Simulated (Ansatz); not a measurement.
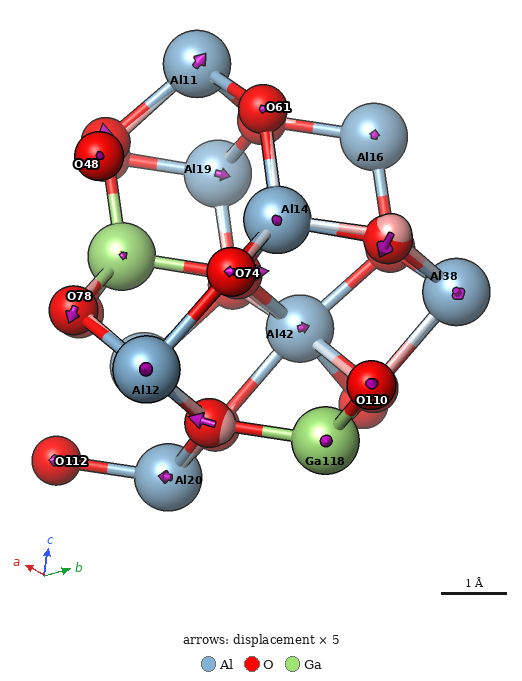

A relaxation of solid Al42O72Ga6 (a generated structure). The starting structure is drawn faded, the final one solid; purple arrows show the displacements, 5 times their true length.

Style: ball-and-stick. Shown: the atoms within 4.2 Å of the atom that moves most (axes of the cell of the calculation), from a free direction.

Theory: Ansatz 0.2.0, DFT, PBEsol, PAW, plane waves. (plane-wave cutoff 420 eV; k-point mesh 1 × 1 × 1; mesh shifted by (0.25, 0.25, 0.25); no spin polarisation; cell relaxed at fixed alpha, beta, gamma; force threshold 0.03 eV/Å; at most 80 steps)

Q: Atoms of which element are displaced furthest, and by how much?

A: Oxygen: up to 0.13 Å, against 0.07 Å for aluminium.

Q: Describe the change and its energy.

A: An O atom moves most relative to the cell: 0.13 Å along [−1 3 0]. Largest moves by element: O 0.13 Å, Al 0.07 Å, Ga 0.05 Å. Cell: a 11.868 → 11.869 Å (0.0 %), b 8.804 → 8.795 Å (−0.1 %), c unchanged at 11.312 Å. Volume −0.1 %. Some distances before and after: Al–O 1.863 → 1.754 Å, Ga–O 1.727 → 1.830 Å, Ga–O 1.767 → 1.865 Å, Ga–O 1.752 → 1.824 Å. Bond angles that change, for instance: Al–O–Al 121.4° → 127.7°, O–Al–O 112.7° → 107.1°, Al–O–Al 122.6° → 127.0°. The space group stays P1 (No. 1). After 3 accepted moves (4 points after the start) the energy has fallen by 20.0 meV per atom. The largest force component goes from 3.7 to 0.025 eV/Å. Pressure: 0.88 GPa at the start and 0.01 GPa at the end. The SCF was repeated once at an unchanged geometry on a basis and grid sized afresh for the cell, which shifted the energy by less than 0.05 meV per atom at most. The run took 10 s on 1 × NVIDIA H100 80GB HBM3 with 4 threads of AMD EPYC 7R13 Processor, peak memory 1.3 GiB.
